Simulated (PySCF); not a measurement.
Se(F)(NH2), H₂FNSe, SMILES N[Se]F at its PBE0/def2-SVP optimised geometry (Å):

```
5

Se    -0.9146    -0.8712     0.0000
F     -1.3289     0.8712     0.0000
N      0.8521    -0.8712     0.0000
H      1.3287    -0.5842     0.8498
H      1.3289    -0.5854    -0.8501
```

Computed with PBE0/def2-TZVP (PySCF).

Map of the log10 of the electron density (e/bohr³), floored at −4 on the plane z = 0.8 Å:

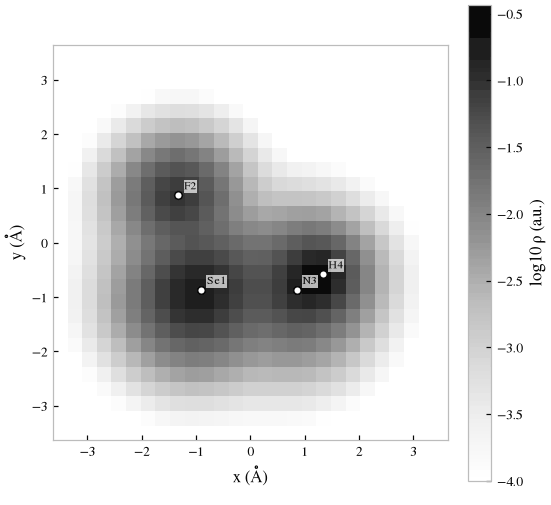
Log10 of the electron density (e/bohr³), floored at −4 on the plane z = 0.8 Å.
